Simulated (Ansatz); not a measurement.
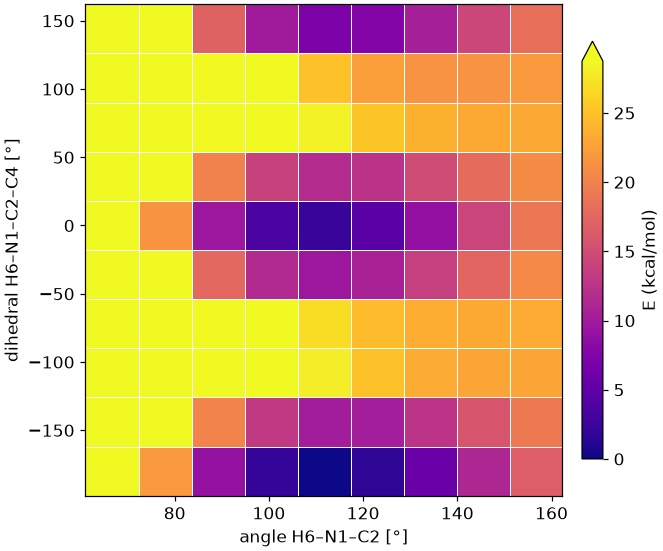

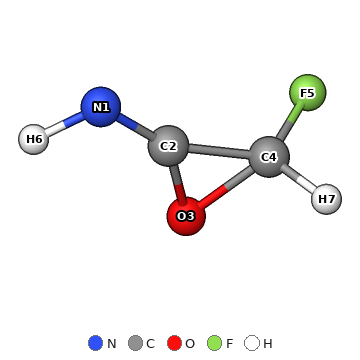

Energy landscape of C2H2FNO, SMILES N=C1OC1F. 
- Coordinates scanned: (1) angle H6–N1–C2; (2) dihedral H6–N1–C2–C4.
- Nothing is relaxed (all other coordinates rigid).
- Grid: 9 × 10 points.
- Points are written as (first, second).
- Energies are in kcal/mol, from the lowest grid point.
- Energies and slopes of some neighbouring points disagree (a jump in structure or state, or too coarse a mesh). The dihedral twists a double bond; near 90° a spin-restricted reference is unreliable.
- Level of theory: RKS r2SCAN-D4/def2-TZVP (Ansatz).

In the figure: one coloured cell a grid point, one colour for all values above the top of the scale. The second picture is the structure at the lowest point.

Summarise what can be read from the map.

The lowest grid point is at (111.7°, −180°). Other grid points that lie below all their neighbours: (111.7°, 0°) (2.3 kcal/mol higher). The highest grid point, (66.7°, −108°), lies 63.8 kcal/mol above the lowest.

The values on the grid:

| dihedral H6–N1–C2–C4 ↓, angle H6–N1–C2 → | 66.7 | 78.0 | 89.2 | 100.5 | 111.7 | 123.0 | 134.2 | 145.5 | 156.7 |
| --- | --- | --- | --- | --- | --- | --- | --- | --- | --- |
| 144 | 48.5 | 29.3 | 17.0 | 9.9 | 7.2 | 7.7 | 10.4 | 14.3 | 18.3 |
| 108 | 61.9 | 47.4 | 37.1 | 29.7 | 25.0 | 22.4 | 21.4 | 21.4 | 21.9 |
| 72 | 62.1 | 48.9 | 39.6 | 32.8 | 28.2 | 25.4 | 23.9 | 23.2 | 23.1 |
| 36 | 48.3 | 31.0 | 20.0 | 13.8 | 11.7 | 12.4 | 14.8 | 18.0 | 20.8 |
| 0 | 41.0 | 21.5 | 9.6 | 3.6 | 2.3 | 4.5 | 8.9 | 14.2 | 19.1 |
| −36 | 46.6 | 28.8 | 17.6 | 11.5 | 9.6 | 10.7 | 13.6 | 17.3 | 20.6 |
| −72 | 60.6 | 47.0 | 37.5 | 30.9 | 26.8 | 24.5 | 23.5 | 23.2 | 23.3 |
| −108 | 63.8 | 50.2 | 40.3 | 33.0 | 28.1 | 25.0 | 23.5 | 22.9 | 22.8 |
| −144 | 50.7 | 32.2 | 20.1 | 13.0 | 10.1 | 10.3 | 12.5 | 15.8 | 19.1 |
| −180 | 42.8 | 22.0 | 9.0 | 2.0 | 0.0 | 1.6 | 5.8 | 11.2 | 16.7 |

Each point was launched as `ansatz run input.yaml --threads 1 --pin off --max-ram 2560MiB --backend cpu --events-out ev --progress --plain --runs-dir out`. Time for the 90 points that were run: 12 min on 1 thread of Arm Neoverse V1, on a shared host.
